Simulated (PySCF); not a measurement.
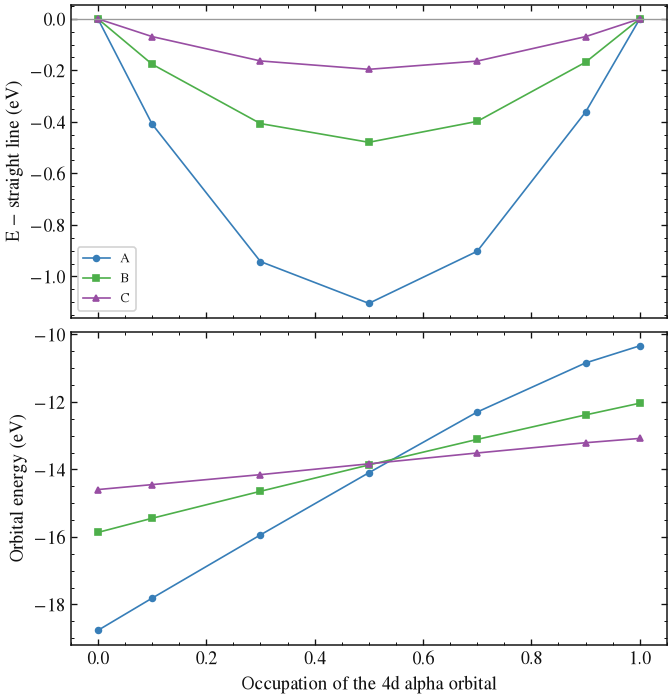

One 4d alpha orbital of Nb⁺ ([Kr] 4d⁴) is emptied in steps. The plot gives the energy less the straight line between the integer ends; the lower panel gives the orbital energy. PySCF, aug-cc-pVTZ-PP with a 28-electron core potential, unrestricted single determinants, no spin-orbit coupling. The curves are BHandHLYP, TPSS and wB97X in some order.

### Which curve is which method, and what does its shape mean?

A is TPSS: convex (delocalisation error), largest departure −1.1 eV, removal energy 14.20 eV, orbital energy from −10.3 eV when full to −18.8 eV when empty; B is BHandHLYP: convex (delocalisation error), largest departure −0.48 eV, removal energy 13.89 eV, orbital energy from −12.0 eV when full to −15.9 eV when empty; C is wB97X: convex (delocalisation error), largest departure −0.20 eV, removal energy 13.83 eV, orbital energy from −13.1 eV when full to −14.6 eV when empty. The NIST semi-empirical removal energy is 14.32 eV. The exact energy is a straight line between whole electron numbers.
